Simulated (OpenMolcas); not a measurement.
# Run report: SnH$_{2}$F, energy and gradient calculation (part 3 of 4)

SnH$_{2}$F, multiplicity 2, SMILES [F][SnH2]; revPBE/def2-TZVPP, UKS (OpenMolcas 26.06). The geometry comes from this level: PBE0-D4/def2-TZVP.

Geometry of the input (Å):
```
F  -1.5526  -0.1900  0.6407
Sn 0.0283  -0.2422  -0.4683
H  1.1841  -1.0544  0.5241
H  0.3957  1.4262  -0.7167
```

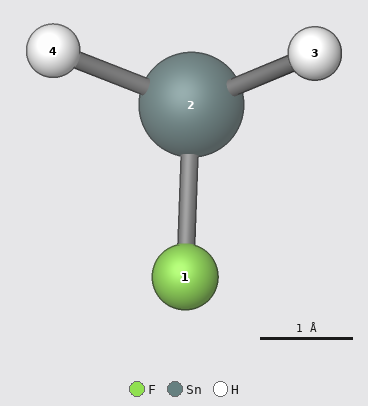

Fig. 1: The input geometry (ball-and-stick view, seen on its broad side; atoms are numbered from 1 in the order of the input). Sticks mark near contacts.

What the program printed, continued:
```
   22    0.5282    0.0000          5 F1     1s     ( 0.411),    11 F1     2py    (-0.270),    12 F1     2pz    ( 0.316),    14 F1     2pz    (-0.499),
                                  39 SN2    2px    ( 0.277),    40 SN2    2px    (-0.525),    41 SN2    2px    ( 0.376),    71 SN2    4f2-   ( 0.310),
                                  73 SN2    4f1-   ( 0.290),    83 H3     1s     ( 0.341),    84 H3     1s     (-0.297),    97 H4     1s     ( 0.341),
                                  98 H4     1s     (-0.297),   104 H4     2pz    ( 0.263),

   23    0.7932    0.0000         35 SN2    1s     ( 0.845),    36 SN2    1s     (-0.892),    46 SN2    2py    (-0.688),    50 SN2    2pz    ( 0.525),
                                  51 SN2    2pz    (-1.049),

   24    0.7881    0.0000         46 SN2    2py    (-0.498),    54 SN2    3d2-   ( 0.367),    57 SN2    3d1-   (-0.270),    71 SN2    4f2-   (-0.306),
                                  73 SN2    4f1-   ( 0.315),    75 SN2    4f0    (-0.497),    81 SN2    4f3+   ( 0.522),    83 H3     1s     (-0.326),
                                  84 H3     1s     (-0.279),    97 H4     1s     ( 0.326),    98 H4     1s     ( 0.279),

   25    0.7825    0.0000          5 F1     1s     (-0.559),    41 SN2    2px    (-0.898),    69 SN2    4f3-   ( 0.537),    73 SN2    4f1-   ( 0.453),

   26    0.7052    0.0000         14 F1     2pz    ( 0.444),    40 SN2    2px    ( 0.444),    41 SN2    2px    (-0.848),    63 SN2    3d1+   (-0.510),

   27    0.9902    0.0000         11 F1     2py    (-0.610),    45 SN2    2py    (-0.580),    46 SN2    2py    ( 1.124),    51 SN2    2pz    (-0.562),

   28    1.9464    0.0000          3 F1     1s     ( 0.519),     5 F1     1s     (-1.000),    36 SN2    1s     ( 0.594),    51 SN2    2pz    ( 0.523),

   29    1.2210    0.0000         34 SN2    1s     ( 1.742),    35 SN2    1s     (-2.469),    36 SN2    1s     ( 2.467),

   30    1.0670    0.0000         45 SN2    2py    (-0.885),    47 SN2    2py    (-1.007),    55 SN2    3d2-   (-0.649),    67 SN2    3d2+   ( 0.827),
                                  84 H3     1s     (-1.257),    98 H4     1s     ( 1.257),

   31    0.9353    0.0000         33 SN2    1s     (-0.654),    34 SN2    1s     ( 1.124),    35 SN2    1s     (-1.118),    40 SN2    2px    ( 1.140),
                                  41 SN2    2px    (-0.917),    61 SN2    3d0    (-0.710),    64 SN2    3d1+   ( 0.606),

   32    3.5664    0.0000         34 SN2    1s     ( 3.234),    35 SN2    1s     (-3.959),    36 SN2    1s     ( 2.539),

   33    9.5666    0.0000          3 F1     1s     ( 1.216),     4 F1     1s     (-2.382),     5 F1     1s     ( 1.787),

   34    0.3985    0.0000          5 F1     1s     ( 0.802),    34 SN2    1s     (-0.537),    35 SN2    1s     ( 0.649),    36 SN2    1s     (-0.499),
                                  37 SN2    1s     ( 0.635),    42 SN2    2px    ( 0.979),    84 H3     1s     (-0.734),    98 H4     1s     (-0.734),

   35    0.8431    0.0000          8 F1     2px    ( 0.620),    37 SN2    1s     ( 1.108),    41 SN2    2px    ( 0.769),    51 SN2    2pz    (-0.607),
                                  52 SN2    2pz    ( 0.727),    84 H3     1s     (-1.103),    98 H4     1s     (-1.103),

   36    0.1211    0.0000         47 SN2    2py    ( 1.658),

   37    0.4393    0.0000         46 SN2    2py    ( 1.191),    84 H3     1s     ( 1.924),    98 H4     1s     (-1.924),

   38    0.5770    0.0000         37 SN2    1s     ( 1.180),    41 SN2    2px    (-0.857),    42 SN2    2px    ( 1.041),    47 SN2    2py    ( 0.590),

   39    0.4407    0.0000          5 F1     1s     ( 1.189),    41 SN2    2px    ( 1.554),    51 SN2    2pz    (-1.915),    52 SN2    2pz    ( 1.236),

   40    0.4604    0.0000          5 F1     1s     ( 1.715),    42 SN2    2px    ( 0.882),    51 SN2    2pz    (-0.929),    84 H3     1s     (-0.896),
                                  98 H4     1s     (-0.895),

   41    0.5515    0.0000         55 SN2    3d2-   (-1.052),    84 H3     1s     (-1.179),    98 H4     1s     ( 1.180),

   42    0.8541    0.0000         37 SN2    1s     (-3.372),

   43    0.8988    0.0000          5 F1     1s     (-1.698),    41 SN2    2px    (-1.002),    67 SN2    3d2+   ( 1.101),

   44    1.3562    0.0000         47 SN2    2py    (-0.892),    84 H3     1s     (-1.670),    98 H4     1s     ( 1.734),

   45    1.1470    0.0000         37 SN2    1s     ( 3.476),    98 H4     1s     (-1.867),

   46   73.0216    0.0000         33 SN2    1s     ( 2.774),    34 SN2    1s     (-1.661),

   47    1.0667    0.0000          5 F1     1s     ( 1.578),     8 F1     2px    ( 0.971),    37 SN2    1s     (-1.226),    41 SN2    2px    ( 1.054),
                                  51 SN2    2pz    (-1.514),    84 H3     1s     ( 0.987),

   48    0.6530    0.0000         46 SN2    2py    (-2.541),

   49    0.7048    0.0000         46 SN2    2py    (-2.030),    55 SN2    3d2-   (-1.096),    84 H3     1s     (-1.832),    98 H4     1s     ( 1.810),

   50    2.7208    0.0000          5 F1     1s     (-0.726),    37 SN2    1s     (-1.064),    41 SN2    2px    (-1.078),    67 SN2    3d2+   ( 0.568),
                                  84 H3     1s     ( 0.914),    98 H4     1s     ( 0.742),

   51    6.8062    0.0000          3 F1     1s     ( 1.051),     4 F1     1s     (-0.912),    33 SN2    1s     (-0.578),    37 SN2    1s     ( 0.937),

   52   53.8757    0.0000         32 SN2    1s     ( 5.724),    33 SN2    1s     (-6.344),

   53    0.8553    0.0000          5 F1     1s     ( 0.355),     8 F1     2px    ( 0.361),    41 SN2    2px    ( 0.469),    46 SN2    2py    ( 0.368),
                                  57 SN2    3d1-   (-0.345),    58 SN2    3d1-   ( 0.495),    69 SN2    4f3-   ( 0.412),    86 H3     2px    (-0.403),
                                  88 H3     2py    (-0.572),    97 H4     1s     ( 0.361),    98 H4     1s     (-0.540),   100 H4     2px    (-0.687),
                                 102 H4     2py    ( 0.403),

   54    2.7355    0.0000         54 SN2    3d2-   ( 0.339),    55 SN2    3d2-   (-0.289),    57 SN2    3d1-   (-0.318),    58 SN2    3d1-   ( 0.301),
                                  60 SN2    3d0    ( 0.276),    89 H3     2pz    (-0.300),    90 H3     2pz    ( 0.283),    91 H3     3d2-   ( 0.296),
                                  93 H3     3d0    ( 0.405),   103 H4     2pz    ( 0.353),   104 H4     2pz    (-0.402),   106 H4     3d1-   (-0.449),
                                 107 H4     3d0    ( 0.238),

   55   35.8397    0.0000         32 SN2    1s     (-1.678),    33 SN2    1s     ( 2.194),    34 SN2    1s     (-1.381),    35 SN2    1s     ( 1.361),

   56    1.9579    0.0000         37 SN2    1s     (-0.574),    46 SN2    2py    (-0.323),    51 SN2    2pz    (-0.288),    61 SN2    3d0    ( 0.288),
                                  64 SN2    3d1+   (-0.402),    69 SN2    4f3-   ( 0.338),    72 SN2    4f1-   (-0.508),    73 SN2    4f1-   ( 0.309),
                                  74 SN2    4f0    (-0.347),    76 SN2    4f1+   ( 0.570),    77 SN2    4f1+   (-0.480),    83 H3     1s     ( 0.416),
                                  97 H4     1s     ( 0.481),   104 H4     2pz    ( 0.308),

   57    1.9708    0.0000          4 F1     1s     (-0.584),     5 F1     1s     ( 0.896),     8 F1     2px    ( 0.712),    13 F1     2pz    ( 0.515),
                                  14 F1     2pz    (-0.709),    34 SN2    1s     (-0.694),    35 SN2    1s     ( 0.930),    36 SN2    1s     (-0.869),
                                  50 SN2    2pz    (-0.523),    83 H3     1s     ( 0.673),    97 H4     1s     ( 0.614),

   58    1.4174    0.0000         45 SN2    2py    ( 1.168),    46 SN2    2py    ( 0.848),    54 SN2    3d2-   ( 0.693),    66 SN2    3d2+   (-0.835),
                                  84 H3     1s     ( 1.109),    86 H3     2px    (-0.760),    90 H3     2pz    (-0.762),    97 H4     1s     (-0.646),
                                  98 H4     1s     (-1.045),   102 H4     2py    ( 1.263),

   59    1.9094    0.0000         37 SN2    1s     (-0.568),    41 SN2    2px    (-0.575),    70 SN2    4f2-   (-0.564),    71 SN2    4f2-   ( 0.562),
                                  84 H3     1s     ( 0.902),

   60    1.4158    0.0000          5 F1     1s     ( 0.398),     8 F1     2px    ( 0.529),    11 F1     2py    ( 0.322),    14 F1     2pz    (-0.349),
                                  22 F1     3d1+   (-0.326),    33 SN2    1s     (-0.324),    34 SN2    1s     ( 0.474),    35 SN2    1s     (-0.354),
                                  41 SN2    2px    ( 0.378),    66 SN2    3d2+   (-0.376),    71 SN2    4f2-   ( 0.335),    79 SN2    4f2+   (-0.368),
                                  83 H3     1s     ( 0.644),    84 H3     1s     (-0.488),    86 H3     2px    ( 0.515),    90 H3     2pz    (-0.333),
                                  97 H4     1s     ( 0.403),

   61    1.6448    0.0000         37 SN2    1s     (-0.439),    40 SN2    2px    ( 0.664),    41 SN2    2px    (-0.615),    50 SN2    2pz    (-0.514),
                                  51 SN2    2pz    ( 0.467),    63 SN2    3d1+   ( 0.421),    67 SN2    3d2+   ( 0.355),    68 SN2    4f3-   (-0.414),
                                  72 SN2    4f1-   ( 0.589),    80 SN2    4f3+   (-0.364),    98 H4     1s     ( 0.593),

   62    6.2583    0.0000          3 F1     1s     ( 1.168),     4 F1     1s     (-2.048),     5 F1     1s     ( 1.797),    37 SN2    1s     (-1.309),

   63    1.5875    0.0000          4 F1     1s     (-0.283),     5 F1     1s     ( 0.513),     8 F1     2px    (-0.326),    16 F1     3d2-   (-0.430),
                                  24 F1     3d2+   (-0.421),    36 SN2    1s     ( 0.396),    41 SN2    2px    ( 0.499),    64 SN2    3d1+   ( 0.362),
                                  69 SN2    4f3-   (-0.283),    83 H3     1s     (-0.456),    90 H3     2pz    ( 0.371),    97 H4     1s     (-0.549),

   64    1.9575    0.0000         16 F1     3d2-   (-0.530),    18 F1     3d1-   ( 0.379),    20 F1     3d0    (-0.349),    68 SN2    4f3-   ( 0.286),
                                  70 SN2    4f2-   (-0.423),    76 SN2    4f1+   ( 0.272),

   65    0.9756    0.0000          5 F1     1s     ( 1.985),    37 SN2    1s     (-1.645),    41 SN2    2px    ( 1.731),    51 SN2    2pz    (-1.151),

   66    2.5991    0.0000          4 F1     1s     (-2.006),     5 F1     1s     ( 3.022),

   67    1.0919    0.0000          5 F1     1s     ( 1.002),    37 SN2    1s     ( 1.519),    41 SN2    2px    ( 0.917),    83 H3     1s     (-0.845),
                                  90 H3     2pz    ( 0.830),    98 H4     1s     (-1.579),   102 H4     2py    ( 0.986),

   68    2.0653    0.0000          5 F1     1s     (-1.774),    41 SN2    2px    (-1.352),    83 H3     1s     ( 1.416),    97 H4     1s     ( 1.453),

   69    6.5218    0.0000          4 F1     1s     ( 0.410),     5 F1     1s     (-0.513),    25 F1     4f3-   ( 0.375),    27 F1     4f1-   (-0.738),
                                  28 F1     4f0    (-0.371),

   70    3.7809    0.0000          4 F1     1s     ( 2.181),     5 F1     1s     (-2.501),

   71   48.5814    0.0000          2 F1     1s     ( 1.726),     3 F1     1s     (-2.459),     4 F1     1s     ( 3.028),     5 F1     1s     (-1.995),

   72    3.0121    0.0000          5 F1     1s     (-0.772),    40 SN2    2px    ( 0.534),    41 SN2    2px    (-0.806),    95 H3     3d2+   ( 0.491),
                                 105 H4     3d2-   ( 0.430),

   73    3.5863    0.0000         87 H3     2py    ( 0.401),    89 H3     2pz    ( 0.733),    90 H3     2pz    (-0.492),   101 H4     2py    (-0.373),
                                 103 H4     2pz    (-0.744),   104 H4     2pz    ( 0.535),

   74    1.9799    0.0000         41 SN2    2px    ( 0.690),    46 SN2    2py    (-1.371),    74 SN2    4f0    ( 0.691),

   75    1.8919    0.0000         16 F1     3d2-   (-0.297),    18 F1     3d1-   (-0.337),    20 F1     3d0    ( 0.467),    22 F1     3d1+   ( 0.385),
                                  24 F1     3d2+   ( 0.542),    84 H3     1s     ( 0.273),

   76    2.1985    0.0000         37 SN2    1s     ( 1.356),    41 SN2    2px    ( 0.971),    84 H3     1s     (-0.967),    98 H4     1s     (-0.972),

   77    2.2079    0.0000         68 SN2    4f3-   (-0.411),    78 SN2    4f2+   ( 0.441),    79 SN2    4f2+   (-0.433),    80 SN2    4f3+   ( 0.802),
                                  81 SN2    4f3+   (-0.638),

   78    6.3092    0.0000          4 F1     1s     ( 0.461),     5 F1     1s     (-0.558),    26 F1     4f2-   ( 0.676),    27 F1     4f1-   ( 0.470),

   79    1.3792    0.0000          4 F1     1s     (-0.872),     5 F1     1s     ( 1.457),

   80    6.3067    0.0000          4 F1     1s     (-0.633),     5 F1     1s     ( 0.804),    25 F1     4f3-   ( 0.557),    29 F1     4f1+   (-0.646),

   81    3.2095    0.0000         69 SN2    4f3-   (-0.291),    85 H3     2px    (-0.332),    87 H3     2py    (-0.340),    95 H3     3d2+   ( 0.363),
                                  99 H4     2px    ( 0.456),   105 H4     3d2-   (-0.573),

   82    2.2896    0.0000          4 F1     1s     (-0.267),    14 F1     2pz    (-0.295),    22 F1     3d1+   (-0.496),    24 F1     3d2+   ( 0.279),
                                  34 SN2    1s     ( 0.294),    35 SN2    1s     (-0.295),    37 SN2    1s     ( 0.339),    40 SN2    2px    ( 0.334),
                                  51 SN2    2pz    ( 0.282),    68 SN2    4f3-   (-0.298),    74 SN2    4f0    ( 0.295),    76 SN2    4f1+   ( 0.402),
                                  77 SN2    4f1+   (-0.384),    78 SN2    4f2+   (-0.532),    79 SN2    4f2+   ( 0.339),    82 H3     1s     ( 0.347),
                                  83 H3     1s     (-0.412),    96 H4     1s     ( 0.342),    97 H4     1s     (-0.444),

   83    4.1247    0.0000         35 SN2    1s     ( 0.808),    36 SN2    1s     (-1.605),    37 SN2    1s     (-0.856),    83 H3     1s     ( 1.109),
                                  86 H3     2px    (-0.911),    97 H4     1s     ( 1.212),   102 H4     2py    (-1.212),

   84    3.0195    0.0000         92 H3     3d1-   ( 0.486),   107 H4     3d0    (-0.561),   109 H4     3d2+   ( 0.328),

   85    5.4959    0.0000         28 F1     4f0    (-0.657),    37 SN2    1s     (-0.676),    41 SN2    2px    (-0.473),    84 H3     1s     ( 0.486),
                                  86 H3     2px    (-0.361),    98 H4     1s     ( 0.443),

   86    2.5189    0.0000         46 SN2    2py    ( 1.649),    83 H3     1s     ( 2.452),    97 H4     1s     (-2.408),

   87    3.5957    0.0000          4 F1     1s     ( 0.652),     5 F1     1s     (-0.841),    37 SN2    1s     ( 0.770),    51 SN2    2pz    ( 0.461),
                                  87 H3     2py    ( 0.760),    88 H3     2py    (-0.543),   101 H4     2py    (-0.428),   103 H4     2pz    ( 0.682),
                                 104 H4     2pz    (-0.541),

   88    3.0604    0.0000          5 F1     1s     (-0.493),    10 F1     2py    (-0.404),    12 F1     2pz    ( 0.436),    13 F1     2pz    (-0.689),
                                  14 F1     2pz    ( 0.438),    34 SN2    1s     (-0.470),    35 SN2    1s     ( 0.498),    92 H3     3d1-   ( 0.442),
                                 107 H4     3d0    ( 0.511),

   89    2.9450    0.0000          4 F1     1s     ( 0.528),     5 F1     1s     (-0.762),     7 F1     2px    ( 0.477),    33 SN2    1s     ( 0.476),
                                  34 SN2    1s     (-0.815),    35 SN2    1s     ( 0.876),    36 SN2    1s     (-0.507),    37 SN2    1s     ( 0.527),
                                  51 SN2    2pz    ( 0.494),    93 H3     3d0    (-0.469),   106 H4     3d1-   (-0.446),

   90   36.1837    0.0000         43 SN2    2py    ( 1.008),    44 SN2    2py    ( 0.535),    48 SN2    2pz    (-0.546),

   91    2.9396    0.0000          5 F1     1s     ( 1.713),    35 SN2    1s     ( 0.875),

   92    2.8690    0.0000          5 F1     1s     (-1.119),    13 F1     2pz    (-0.722),    14 F1     2pz    ( 0.579),    41 SN2    2px    (-0.851),
                                  97 H4     1s     ( 0.564),

   93    3.7623    0.0000         46 SN2    2py    (-0.411),    84 H3     1s     (-0.412),    85 H3     2px    (-0.778),    86 H3     2px    ( 0.647),
                                  99 H4     2px    ( 0.741),   100 H4     2px    (-0.696),

   94    3.4760    0.0000          4 F1     1s     ( 1.315),     5 F1     1s     (-1.717),    41 SN2    2px    (-0.983),

   95    2.6668    0.0000          5 F1     1s     ( 1.196),    41 SN2    2px    ( 0.929),

   96    3.6281    0.0000         45 SN2    2py    (-0.439),    46 SN2    2py    ( 0.576),    84 H3     1s     ( 0.702),    87 H3     2py    (-0.684),
                                  88 H3     2py    ( 0.447),    89 H3     2pz    ( 0.363),    98 H4     1s     (-0.696),   101 H4     2py    (-0.659),

   97    8.4376    0.0000          4 F1     1s     ( 0.919),     5 F1     1s     (-1.186),    21 F1     3d1+   (-0.957),    22 F1     3d1+   ( 0.646),
                                  23 F1     3d2+   ( 0.668),

   98    4.2907    0.0000         45 SN2    2py    ( 1.126),    46 SN2    2py    ( 1.105),    54 SN2    3d2-   ( 0.760),    66 SN2    3d2+   (-0.790),
                                  83 H3     1s     ( 1.490),    84 H3     1s     ( 0.834),    86 H3     2px    (-1.021),    88 H3     2py    ( 0.836),
                                  90 H3     2pz    (-0.770),    97 H4     1s     (-1.454),    98 H4     1s     (-0.750),   102 H4     2py    ( 1.429),

   99    6.7643    0.0000          5 F1     1s     (-0.419),    28 F1     4f0    (-0.366),    30 F1     4f2+   ( 0.730),    31 F1     4f3+   (-0.504),

  100    6.7150    0.0000         29 F1     4f1+   (-0.380),    30 F1     4f2+   (-0.610),    31 F1     4f3+   (-0.642),

  101    8.1174    0.0000         17 F1     3d1-   ( 0.445),    19 F1     3d0    (-0.606),    21 F1     3d1+   (-0.470),    23 F1     3d2+   (-0.664),
                                  24 F1     3d2+   ( 0.344),

  102    6.7735    0.0000         25 F1     4f3-   ( 0.579),    26 F1     4f2-   (-0.627),    29 F1     4f1+   ( 0.443),

  103    7.8123    0.0000          3 F1     1s     (-0.417),     4 F1     1s     ( 0.798),     5 F1     1s     (-0.803),    15 F1     3d2-   (-0.709),
                                  17 F1     3d1-   (-0.415),    21 F1     3d1+   (-0.407),    23 F1     3d2+   (-0.578),

  104    8.2888    0.0000         15 F1     3d2-   ( 0.839),    16 F1     3d2-   (-0.478),    17 F1     3d1-   (-0.557),    19 F1     3d0    ( 0.491),

  105    3.5640    0.0000          4 F1     1s     (-0.500),     5 F1     1s     ( 0.919),     8 F1     2px    ( 0.467),    34 SN2    1s     (-0.465),
                                  35 SN2    1s     ( 0.672),    36 SN2    1s     (-0.655),    37 SN2    1s     ( 0.594),    41 SN2    2px    ( 0.607),
                                  84 H3     1s     (-0.480),    85 H3     2px    (-0.675),    98 H4     1s     (-0.484),    99 H4     2px    (-0.606),
                                 101 H4     2py    (-0.482),

--

++    Molecular properties:
      ---------------------

      Charge (e):
                      =   -0.0000
      Dipole Moment (debye):
      Origin of the operator (angstrom)=   -0.1739   -0.2290   -0.3135
                   X=  1.8709E+00               Y= -1.9343E-01               Z= -1.5759E+00           Total=  2.4538E+00
      Quadrupole Moment (debye*angstrom):
      Origin of the operator (angstrom)=   -0.1739   -0.2290   -0.3135
                  XX= -3.3324E+01              XY=  1.5769E-01              XZ=  1.6964E+00              YY= -3.0960E+01
                  YZ=  2.8061E-01              ZZ= -3.1667E+01
      In traceless form (debye*angstrom)
                  XX= -2.0101E+00              XY=  2.3653E-01              XZ=  2.5446E+00              YY=  1.5357E+00
                  YZ=  4.2092E-01              ZZ=  4.7435E-01
--

--- Stop Module: scf /rc=_RC_ALL_IS_WELL_ ---
--- Module scf spent 31 seconds ---

--- Start Module: alaska ---

                                              &ALASKA

                       available to each process: 1.9 GB of memory, 1 thread

                     Threshold for contributions to the gradient: 1.000E-07
```
